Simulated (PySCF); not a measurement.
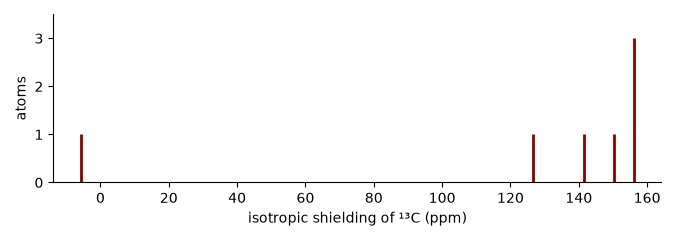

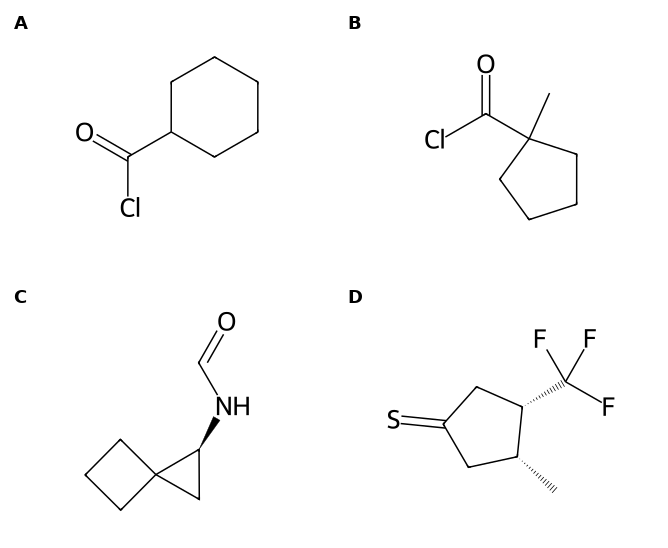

The sticks are computed shieldings of one of the molecules, for one fixed geometry (GFN2-xTB) without averaging over rotations. Low shielding means a high chemical shift. Method: GIAO PBE0/pcSseg-1 NMR shielding, non-relativistic, gas phase (PySCF 2.14.0).

### Which molecule gives this pattern?

B, `CC1(C(=O)Cl)CCCC1`. Its 7 C atoms give lines at −5.7, 126.7, 141.4, 150.4, 156.1 (3 atoms) ppm.
